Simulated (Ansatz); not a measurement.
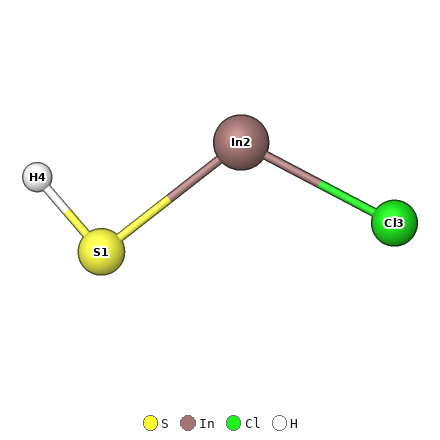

The system is ClHInS, SMILES [SH][In][Cl], spin multiplicity 2; the picture shows the reference structure. Coordinates scanned: (1) angle Cl3–In2–S1; (2) angle H4–S1–In2. Nothing is relaxed (all other coordinates rigid). The scan uses a 7 × 7 grid. Energies are in kcal/mol, from the relaxed molecule at the same level. The calculation used UKS r2SCAN-D4/def2-SVP (Ansatz 0.2.0).

Its coordinates:

```yaml
atoms:
  - { symbol: S, position_ang: [-1.3685, 0.0355, -0.5260] }
  - { symbol: In, position_ang: [0.9571, 0.2800, 0.2507] }
  - { symbol: Cl, position_ang: [1.9029, -1.6948, 1.2029] }
  - { symbol: H, position_ang: [-1.4360, 1.3190, -0.9478] }
```

Range: angle Cl3–In2–S1 from 89.7 to 139.7°; angle H4–S1–In2 from 57.9 to 127.9°.

What will the energy surface look like?

Answer. The lowest grid point is at angle Cl3–In2–S1 = 114.7°, angle H4–S1–In2 = 92.9°, 0.0 kcal/mol from the relaxed molecule at the same level. It is the only kind of minimum in the scanned range. The highest grid point, angle Cl3–In2–S1 = 89.7°, angle H4–S1–In2 = 57.9°, lies 22.4 kcal/mol above the lowest. Round the minimum the valley is somewhat tilted: raising angle Cl3–In2–S1 shifts the best value of angle H4–S1–In2 downwards (coupling k₁₂/√(k₁₁k₂₂) about 0.3).

| angle H4–S1–In2 ↓, angle Cl3–In2–S1 → | 89.7 | 98.0 | 106.3 | 114.7 | 123.0 | 131.3 | 139.7 |
| --- | --- | --- | --- | --- | --- | --- | --- |
| 127.9 | 10.0 | 8.3 | 7.9 | 8.3 | 9.6 | 11.4 | 13.7 |
| 116.3 | 6.5 | 4.6 | 3.8 | 4.1 | 5.2 | 7.0 | 9.3 |
| 104.6 | 4.7 | 2.3 | 1.2 | 1.1 | 1.9 | 3.5 | 5.6 |
| 92.9 | 5.0 | 2.1 | 0.5 | 0.0 | 0.4 | 1.7 | 3.6 |
| 81.3 | 7.7 | 4.2 | 2.2 | 1.3 | 1.4 | 2.3 | 3.9 |
| 69.6 | 13.3 | 9.3 | 6.9 | 5.6 | 5.4 | 6.0 | 7.3 |
| 57.9 | 22.4 | 18.1 | 15.3 | 13.7 | 13.2 | 13.6 | 14.7 |

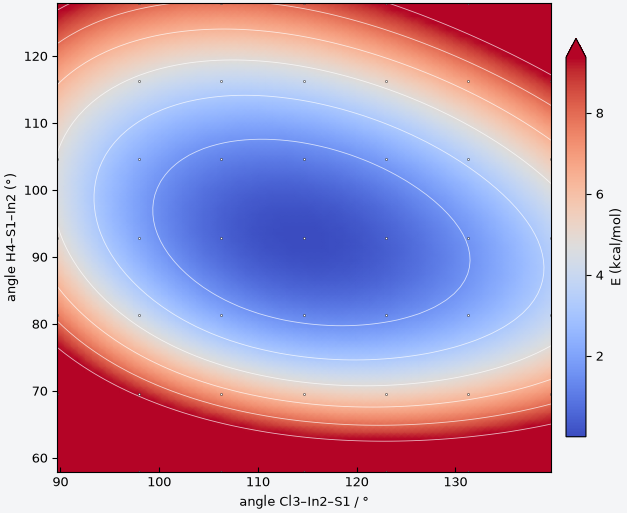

Drawn: a smooth colour map with a few white contour lines, dots at the grid points, one colour for all values above the top of the scale. Between grid points the surface is interpolated.

The whole map (49 points run) took 12 min on 1 thread of Arm Neoverse V1 (shared host).
